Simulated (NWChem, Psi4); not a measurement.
# Predicting a hybrid from its neighbours: KCl

KCl has 2 atoms, charge 0, and is taken as a singlet. As SMILES, `[Cl][K]`. The shape is that of a PBE0-D4/def2-TZVP optimisation.

The dipole moment y, in D, basis def2-TZVPPD; a is the functional's share of exact exchange. Programs: NWChem 7.3.0, Psi4 1.11.

| functional | program | a | y (D) |
| --- | --- | --- | --- |
| BLYP | Psi4 | 0 | 9.99 |
| PBE | NWChem | 0 | 10.03 |
| B3LYP | Psi4 | 0.2 | 10.23 |
| PBE0 | Psi4 | 0.25 | ? |
| BHLYP | Psi4 | 0.5 | 10.45 |

Q: Fit y = c + s·a to the known rows and predict PBE0.

A: 
1. Means of the 4 rows: a = 0.1750, y = 10.175.
2. Σ(Δa)² = 0.1675, Σ(Δa·Δy) = 0.1485, so the slope is 0.1485/0.1675 = 0.88657.
3. Intercept: 10.175 − (0.88657) × 0.1750 = 10.020. The largest residual of the fit is 0.033.
4. PBE0: 10.020 + (0.88657) × 0.25 = 10.24 D.

The run gave 10.29 D, so the prediction is off by -0.05 D, more than the scatter of the fit. More exact exchange makes the molecule more polar here.

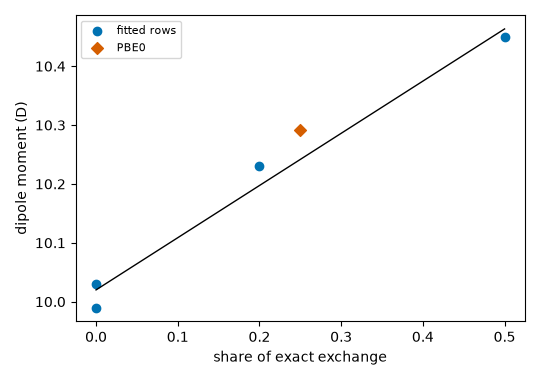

The fitted line, with the withheld row.
